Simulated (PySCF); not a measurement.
C$_{4}$H$_{13}$BN$_{2}$Si: NMR shielding calculation

The run: NMR shielding calculation of C$_{4}$H$_{13}$BN$_{2}$Si. Method and program: GIAO PBE0/pcSseg-1 NMR shielding, non-relativistic, gas phase (PySCF 2.14.0).

The geometry comes from this level: GFN2-xTB. It belongs to a series of runs on one base structure; here: constitutional isomer. Figures and captions count atoms from 1; the log counts them from 0 in places.

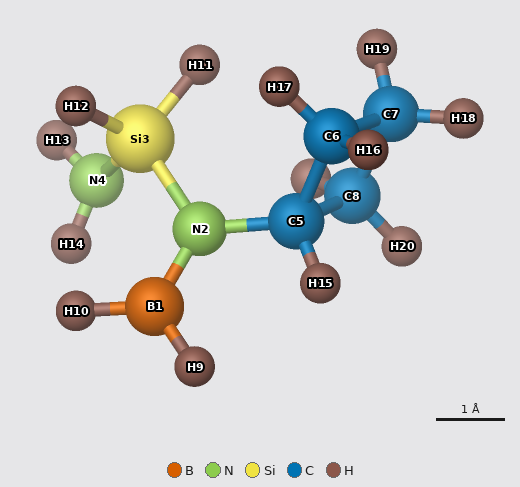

Fig. 1: The structure as given in the input (ball-and-stick view, seen at a tilt; atoms are numbered from 1 in the order of the input).

## Results in brief

```tsv
quantity	value
outcome	converged
total energy	−583.605964 hartree
HOMO	−7.41 eV
LUMO	−0.03 eV
dipole moment	1.14 D
isotropic shielding, B	59.2 ppm
isotropic shielding, N	87.2 to 249.0 ppm
isotropic shielding, Si	383.1 ppm
isotropic shielding, C	125.0 to 172.4 ppm
isotropic shielding, H	26.3 to 31.7 ppm
hardware	1 CPU thread, shared host
wall time	91 s
peak memory	1 GiB
```

## The input
```
{"job": {"kind": "nmr", "xc": "PBE0", "basis": "pcSseg-1"}, "charge": 0, "multiplicity": 1}
B     -1.193321    -1.755708    -1.045442
N     -0.590271    -0.764172    -0.276450
Si    -1.555522     0.255146     0.784713
N     -2.599630     1.150501    -0.252506
C      0.836683    -0.565985    -0.333288
C      1.603580    -0.555319     1.006564
C      2.152539     0.841962     0.682401
C      1.334835     0.866949    -0.617598
H     -0.545353    -2.432153    -1.753312
H     -2.354521    -1.907078    -0.973910
H     -0.752156     1.263833     1.470662
H     -2.182194    -0.636552     1.775331
H     -3.280116     1.766293     0.162188
H     -3.010015     0.658534    -1.031079
H      1.253282    -1.291257    -1.035357
H      2.355235    -1.337278     1.100098
H      0.951150    -0.590228     1.875500
H      3.229581     0.869921     0.528491
H      1.883028     1.612104     1.402629
H      1.921589     0.966684    -1.528999
H      0.532676     1.600744    -0.631701
```

The first line tells a small driver script what to run in PySCF; the rest is the geometry in Å.

Launch command:
```bash
OMP_NUM_THREADS=1 python <driver script> task.json out
```

## Output
```
coarse grid: 17240 points
cycle   1  E = -583.4914532903  dE =  8.802e-01  |g| = 5.486e-01  |ddm| = 4.077e+00
cycle   2  E = -583.4560397162  dE =  3.541e-02  |g| = 6.900e-01  |ddm| = 1.120e+00
cycle   3  E = -583.5616557215  dE = -1.056e-01  |g| = 7.956e-02  |ddm| = 6.956e-01
cycle   4  E = -583.5629180567  dE = -1.262e-03  |g| = 3.314e-02  |ddm| = 9.205e-02
cycle   5  E = -583.5631492092  dE = -2.312e-04  |g| = 1.114e-02  |ddm| = 3.107e-02
cycle   6  E = -583.5631748119  dE = -2.560e-05  |g| = 2.994e-03  |ddm| = 1.113e-02
cycle   7  E = -583.5631767078  dE = -1.896e-06  |g| = 5.765e-04  |ddm| = 2.620e-03
final grid: 159792 points
cycle   8  E = -583.6059415290  dE = -4.846e-05  |g| = 9.643e-03  |ddm| = 3.745e-02
cycle   9  E = -583.6059248484  dE =  1.668e-05  |g| = 1.295e-02  |ddm| = 1.980e-02
cycle  10  E = -583.6059638994  dE = -3.905e-05  |g| = 1.282e-03  |ddm| = 1.139e-02
cycle  11  E = -583.6059642651  dE = -3.657e-07  |g| = 3.817e-04  |ddm| = 1.194e-03
cycle  12  E = -583.6059642937  dE = -2.857e-08  |g| = 1.068e-04  |ddm| = 3.486e-04
cycle  13  E = -583.6059642963  dE = -2.630e-09  |g| = 2.640e-05  |ddm| = 1.172e-04
cycle  14  E = -583.6059642965  dE = -1.369e-10  |g| = 8.092e-06  |ddm| = 2.880e-05
```

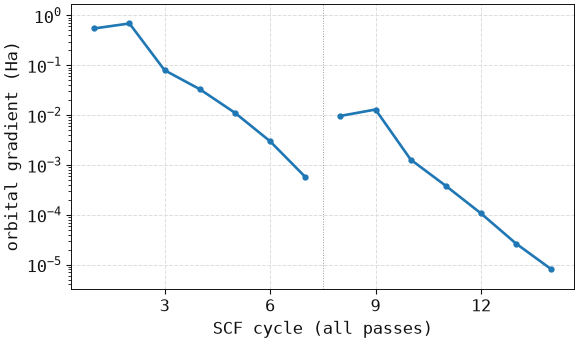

Fig. 2: Convergence of the self-consistent field: orbital gradient against the SCF cycle. The dotted line marks the change from a coarse to the final integration grid. The first 7 cycles use a coarse grid, the final grid takes over at cycle 8, and the field converges after 14 cycles in all.

```
converged SCF energy = -583.6059642965

GIAO shielding tensors (ppm)
atom      isotropic    diamagn.    paramagn.     s11        s22        s33       span
  0 B       59.165     197.938    -138.773     24.939     40.673    111.884     86.944
  1 N       87.236     326.496    -239.259    -49.789     84.066    227.432    277.221
  2 Si     383.119     880.500    -497.380    365.227    367.806    416.325     51.098
  3 N      248.987     315.550     -66.563    206.800    246.435    293.725     86.925
  4 C      124.970     244.229    -119.259    109.329    111.580    154.002     44.674
  5 C      153.673     251.742     -98.069    133.309    147.569    180.142     46.833
  6 C      172.438     252.271     -79.832    165.001    168.932    183.383     18.382
  7 C      155.266     250.202     -94.936    134.839    150.089    180.870     46.031
  8 H       26.608      32.117      -5.509     24.141     26.428     29.254      5.113
  9 H       26.920      31.718      -4.797     24.364     26.098     30.298      5.933
 10 H       26.433      31.599      -5.166     23.258     26.081     29.959      6.701
 11 H       26.255      29.897      -3.642     22.506     24.581     31.677      9.171
 12 H       31.654      28.816       2.838     24.284     26.596     44.082     19.798
 13 H       31.312      31.416      -0.104     23.804     28.686     41.446     17.642
 14 H       27.479      33.369      -5.890     23.519     28.258     30.660      7.142
 15 H       29.058      30.814      -1.756     25.955     26.753     34.465      8.510
 16 H       29.997      31.931      -1.934     27.179     29.202     33.610      6.431
 17 H       29.883      29.573       0.310     26.571     26.763     36.316      9.746
 18 H       29.750      30.272      -0.522     26.000     27.841     35.408      9.408
 19 H       29.081      31.170      -2.089     25.900     26.846     34.496      8.596
 20 H       29.350      32.020      -2.670     26.038     29.293     32.717      6.679
```

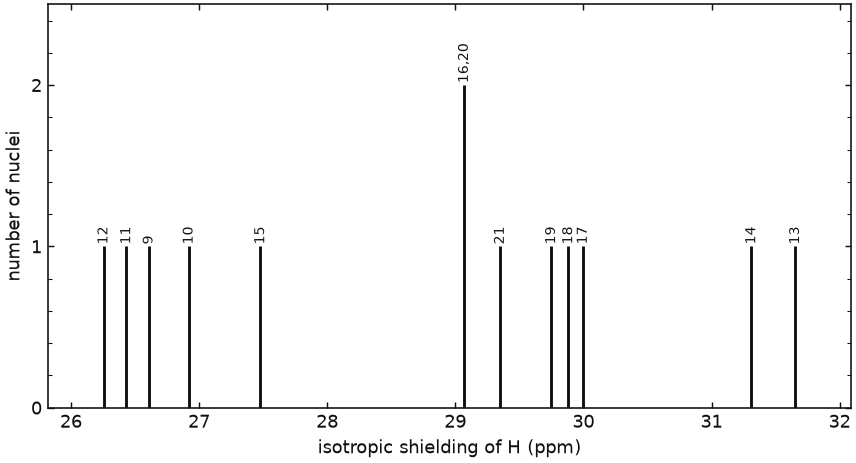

Fig. 3: Isotropic shieldings of the hydrogen nuclei in this fixed geometry, labelled by atom number; shielding grows to the right, so chemical shift grows to the left. The least shielded is H12 (26.3 ppm), the most shielded H13 (31.7 ppm).

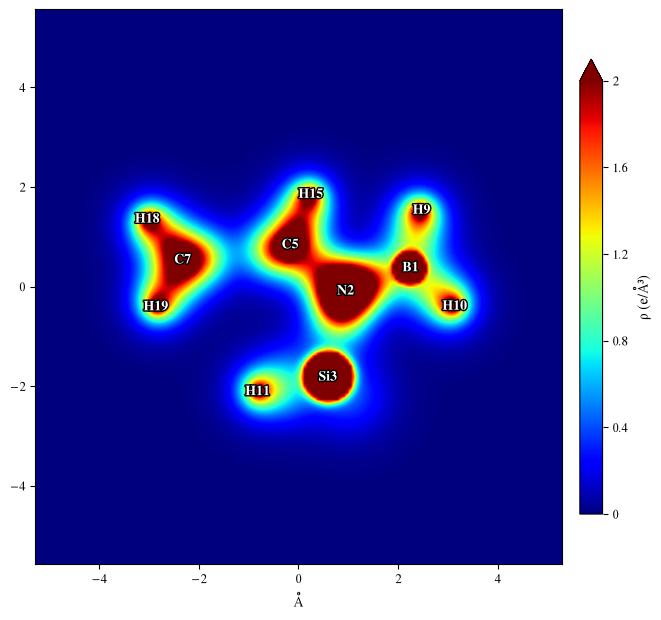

Fig. 4: Electron density on the plane of atoms N2, C5 and H15. The section cuts through B, N, Si, C and H sites. B–N (1.39 Å): ρ at the midpoint is about 1.9 e/Å³. C–N (1.44 Å): ρ at the midpoint is about 1.9 e/Å³. C–H (1.09 Å): ρ at the midpoint is about 2 e/Å³. B–H (1.17 Å): ρ at the midpoint is about 1.3 e/Å³.

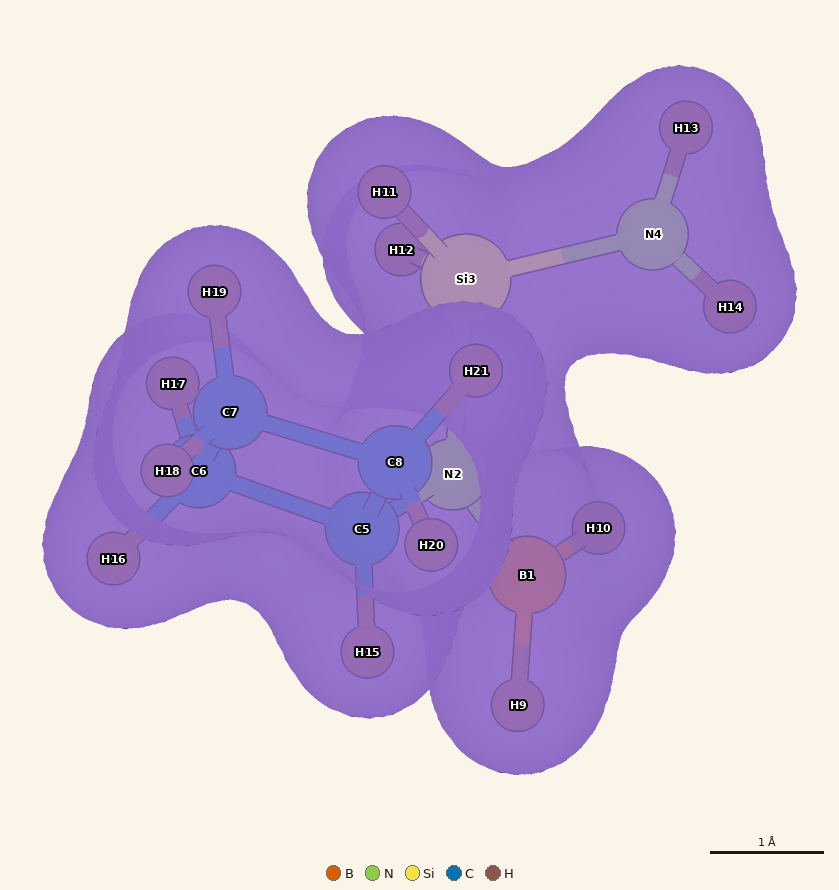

Fig. 5: Isosurface of the total electron density at 0.2 e/Å³ (purple), seen at an oblique angle. At this value the surface is in one piece. On the grid the lowest density along these lines, outside the cores, is 1.5 e/Å³ (B–N, 1.39 Å), 1.8 e/Å³ (C–N, 1.44 Å), 1.6 e/Å³ (C–C, 1.54 Å) and 0.93 e/Å³ (Si–N, 1.72 Å).
